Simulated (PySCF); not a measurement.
## Electronic structure of ZrF (quartet) in real space

```csv
atom,x (Å),y (Å),z (Å)
Zr,0.0000,0.0000,-0.3285
F,0.0000,0.0000,1.5545
```

Core potentials replace the inner electrons of Zr.

All numbers below come from PySCF 2.14.0, PBE0/def2-TZVPP, non-relativistic Hamiltonian with scalar-relativistic core potentials where named, at a bond length of 1.883 Å.

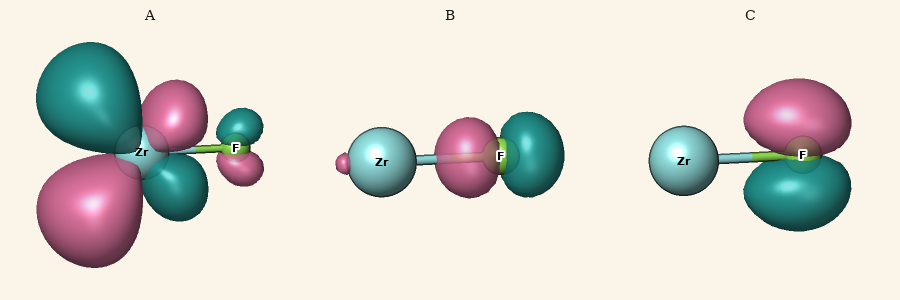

Figure 1. Three frontier β-spin orbitals, each drawn at the value that holds 80 % of its norm (teal and pink are the two phases), in no order; of a degenerate pair one member is drawn.

**Label each orbital by symmetry, say whether it is occupied, and order them by energy.**

Orbital B: σ, occupied in this spin, −11.84 eV; mainly on F (85 %).
Orbital C: π, occupied in this spin, −11.43 eV; mainly on F (90 %).
Orbital A: π, empty in this spin, −0.29 eV; almost wholly on Zr.

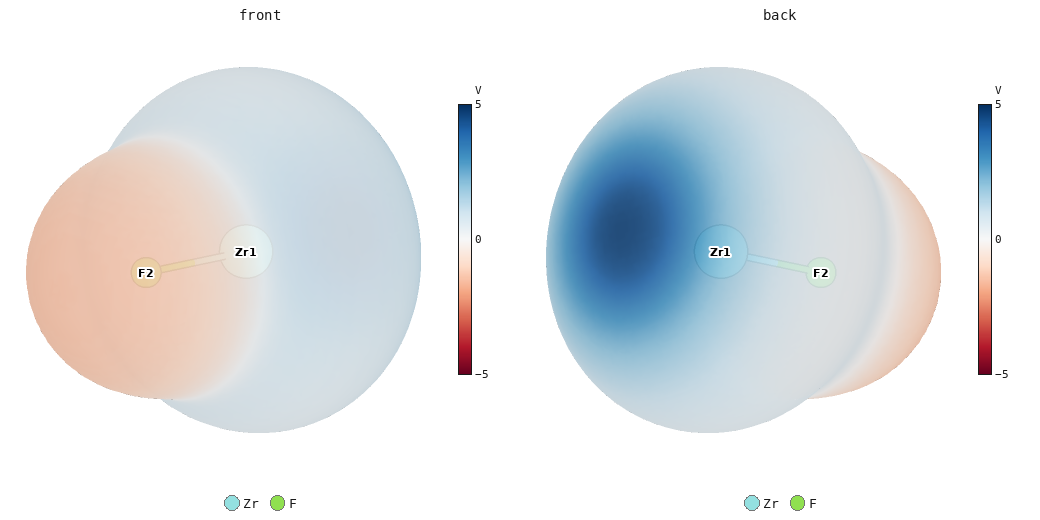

Figure 2. The molecular electrostatic potential painted on the density surface at 0.002 e/bohr³, seen from the front and from behind; the colour scale runs from red (negative) to blue (positive).

**Which sites attract a positive test charge, and which a negative one?**

A positive charge is drawn to the negative regions and a negative charge to the positive ones. The most negative region (about −1.4 V) lies over F2, the most positive (about +4.7 V) over Zr1.

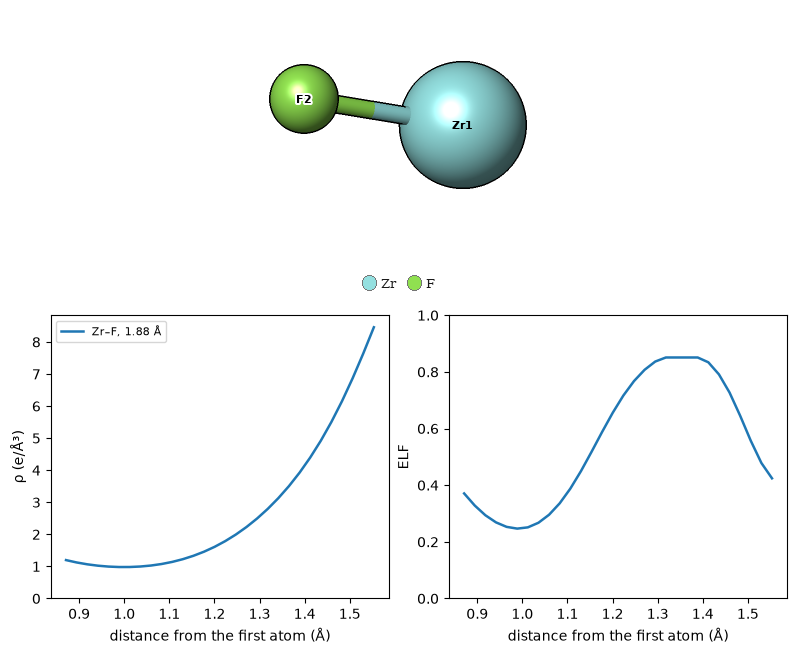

Figure 3. Electron density and ELF along straight lines between neighbouring atoms. The curves leave out the atomic cores. The structure is drawn too.

**What can be read from the curves?**

Zr–F (1.88 Å): the density is about 1 e/Å³ at the midpoint; the ELF peaks at about 0.85 in the valence shell of F, 0.6 Å from its nucleus, and drops to about 0.25 between the two atoms.
